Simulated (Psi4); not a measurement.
# AlHOF2 (SMILES [OH][Al]([F])[F]) at BHLYP/6-311+G(d,p)

What is the vertical singlet–triplet gap of AlHOF2 at BHLYP/6-311+G**? 

The results are computed with Psi4 1.11.

1 further run of the same task is left out (set aside as unsound or not needed).

**1. The structure to begin with**

The species is AlHOF2 (5 atoms), meant as a singlet with charge 0. SMILES: `[OH][Al]([F])[F]`. The shape is that of a PBE0-D4/def2-TZVP optimisation.

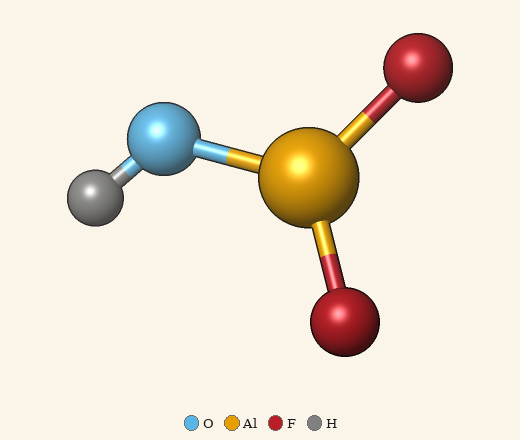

The structure, seen from a chosen angle (oxygen blue, aluminium amber, fluorine red, hydrogen grey).

**2. The energy at BHLYP/6-311+G(d,p)**

File alf2ho.xyz:

```xyz
5
AlF2HO
O      0.004500     1.227000     0.002400
Al     0.185700    -0.435200     0.092100
F      1.487400    -1.050600     0.862600
F     -0.897900    -1.471800    -0.566700
H     -0.729900     1.657100    -0.431800
```

File run.py:

```python
import numpy as np
from ase.calculators.psi4 import Psi4
from ase.io import read

mol = read('alf2ho.xyz')
calc = Psi4(atoms=mol, method='bhhlyp', basis='6-311+G**', memory='1600MB', num_threads=1, charge=0, multiplicity=1, label='alf2ho')
calc.psi4.set_options({'puream': True, 'e_convergence': 1e-09, 'd_convergence': 1e-08, 'scf_type': 'pk', 'dft_radial_points': 99, 'dft_spherical_points': 590})
mol.calc = calc

print(f'energy: {mol.get_potential_energy():.6f} eV')
```

Launch:

```sh
$ python run.py
```

alf2ho.dat:

```text
[...]
  Running in c1 symmetry.
[...]
  Nuclear repulsion =  160.477498767309982
[...]
  Multiplicity = 1
[...]
  Nalpha       = 20
  Nbeta        = 20
[...]
    Number of basis functions: 102
[...]
   @RKS iter   1:  -517.84384637557480   -8.56284e-01   9.28388e-03 ADIIS/DIIS
[...]
   @RKS iter  11:  -518.13513156639885   -4.20641e-12   2.39649e-09 DIIS
[...]
    Orbital Energies [Eh]
    ---------------------
    Doubly Occupied:
       1A    -57.026000     2A    -25.288766     3A    -25.284844
       4A    -19.694237     5A     -4.485090     6A     -2.952539
       7A     -2.949964     8A     -2.948668     9A     -1.332627
      10A     -1.323397    11A     -1.143680    12A     -0.623587
      13A     -0.577846    14A     -0.552414    15A     -0.529467
      16A     -0.529070    17A     -0.514782    18A     -0.507526
      19A     -0.449090    20A     -0.432908
[...]
  @RKS Final Energy:  -518.13513156639885
   => Energetics <=
    Nuclear Repulsion Energy =            160.4774987673099815
    One-Electron Energy =               -1040.8582622572162109
    Two-Electron Energy =                 387.4081946982290106
    DFT Exchange-Correlation Energy =     -25.1625627747216569
    Empirical Dispersion Energy =           0.0000000000000000
    VV10 Nonlocal Energy =                  0.0000000000000000
    Total Energy =                       -518.1351315663988544
[...]
 Multipole Moments:
 ------------------------------------------------------------------------------------
     Multipole            Electronic (a.u.)      Nuclear  (a.u.)        Total (a.u.)
 ------------------------------------------------------------------------------------
 L = 1.  Multiply by 2.5417464519 to convert [e a0] to [Debye]
 Dipole X            :          0.4799660           -1.0575995           -0.5776335
 Dipole Y            :         -2.9326185            3.4664567            0.5338382
 Dipole Z            :          0.2541789           -0.5933049           -0.3391260
 Magnitude           :                                                    0.8565338
[...]
```

Standard output:

```text
energy: -14099.175078 eV
```

Wall time 8.1 s (1 thread of AMD EPYC 9R45 (Zen 5), shared host); peak memory 0.73 GiB.

**3. The triplet: energy and gradient at UBHLYP/6-311+G(d,p)**

File run.py:

```python
import psi4

psi4.set_memory(1600000000)
psi4.set_num_threads(1)
psi4.core.set_output_file('run.log', False)

m = psi4.geometry("""
0 3
O      0.004500     1.227000     0.002400
Al     0.185700    -0.435200     0.092100
F      1.487400    -1.050600     0.862600
F     -0.897900    -1.471800    -0.566700
H     -0.729900     1.657100    -0.431800
symmetry c1
no_reorient
no_com
""")

psi4.set_options({
    'basis': '6-311+G**',
    'reference': 'uks',
    'puream': True,
    'e_convergence': 1e-09,
    'd_convergence': 1e-08,
    'scf_type': 'pk',
    'dft_radial_points': 99,
    'dft_spherical_points': 590,
    'maxiter': 200,
})

e, wfn = psi4.gradient("bhhlyp", return_wfn=True)
psi4.oeprop(wfn, "WIBERG_LOWDIN_INDICES", "DIPOLE", "MAYER_INDICES", title="BHHLYP")
print('gradient / Eh bohr^-1')
print(e.np.round(6))
print(f'energy = {wfn.energy():.10f} Eh')
```

Launch:

```sh
$ python run.py
```

run.log:

```text
[...]
  Running in c1 symmetry.
[...]
  Nuclear repulsion =  160.477498767310010
[...]
  Multiplicity = 3
[...]
  Nalpha       = 21
  Nbeta        = 19
[...]
    Number of basis functions: 102
[...]
   @UKS iter   1:  -517.68897876292908   -7.01420e-01   7.29293e-03 DIIS/ADIIS
[...]
   @UKS iter  14:  -517.88042433319970   -3.06954e-12   4.41656e-09 DIIS
[...]
   @S^2 Observed:                2.002941129E+00
[...]
    Orbital Energies [Eh]
    ---------------------
    Alpha Occupied:
       1A    -57.038827     2A    -25.275863     3A    -25.274425
       4A    -19.927843     5A     -4.499439     6A     -2.964913
       7A     -2.963140     8A     -2.961704     9A     -1.377889
      10A     -1.322324    11A     -1.314322    12A     -0.796980
      13A     -0.707579    14A     -0.657815    15A     -0.574937
      16A     -0.545991    17A     -0.518909    18A     -0.515779
      19A     -0.501388    20A     -0.495332    21A     -0.174149
    Alpha Virtual:
      22A     -0.025428    23A     -0.010532    24A      0.027588
      25A      0.055584    26A      0.065560    27A      0.073909
[...]
  @UKS Final Energy:  -517.88042433319970
   => Energetics <=
    Nuclear Repulsion Energy =            160.4774987673100100
    One-Electron Energy =               -1039.0225751901614331
    Two-Electron Energy =                 385.7602704366065041
    DFT Exchange-Correlation Energy =     -25.0956183469547582
    Empirical Dispersion Energy =           0.0000000000000000
    VV10 Nonlocal Energy =                  0.0000000000000000
    Total Energy =                       -517.8804243331996986
[...]
  -Total Gradient:
     Atom            X                  Y                   Z
    ------   -----------------  -----------------  -----------------
       1       -0.026767117927    -0.093068316676    -0.017043881167
       2       -0.009591248622     0.110434039024    -0.004509669632
       3       -0.013970948178     0.001444799379    -0.008322630870
       4        0.011000794142     0.005873034091     0.006639007852
       5        0.039318005913    -0.024660385497     0.023231231115
[...]
 Multipole Moments:
 ------------------------------------------------------------------------------------
     Multipole            Electronic (a.u.)      Nuclear  (a.u.)        Total (a.u.)
 ------------------------------------------------------------------------------------
 L = 1.  Multiply by 2.5417464519 to convert [e a0] to [Debye]
 Dipole X            :        -13.5919223           13.2766488           -0.3152735
 Dipole Y            :         33.5440691          -31.9101043            1.6339648
 Dipole Z            :         -6.6857141            6.5153977           -0.1703164
 Magnitude           :                                                    1.6727958
[...]
```

The script printed:

```text
gradient / Eh bohr^-1
[[-0.026767 -0.093068 -0.017044]
 [-0.009591  0.110434 -0.00451 ]
 [-0.013971  0.001445 -0.008323]
 [ 0.011001  0.005873  0.006639]
 [ 0.039318 -0.02466   0.023231]]
energy = -517.8804243332 Eh
```

Run time: 18 s. Hardware: 1 thread of AMD EPYC 9R45 (Zen 5), shared host; peak memory 0.73 GiB.

**4. Outcome**

Level: BHLYP/6-311+G**.

| quantity | value |
| --- | --- |
| singlet: total energy | -518.13513 Eh |
| singlet: dipole moment | 2.18 D |
| singlet: HOMO energy | -11.78 eV |
| singlet: LUMO energy | -0.87 eV |
| singlet: HOMO–LUMO gap | 10.91 eV |
| triplet: total energy | -517.88042 Eh |
| triplet: dipole moment | 4.25 D |
| triplet: HOMO energy (highest over α and β) | -4.74 eV |
| triplet: ⟨S²⟩ | 2.003 |
| triplet: largest force on an atom | 5.705 eV/Å |
| vertical energy of the triplet above the singlet | 6.931 eV |

In words: At this shape the triplet lies 6.93 eV (160 kcal/mol) above the singlet.
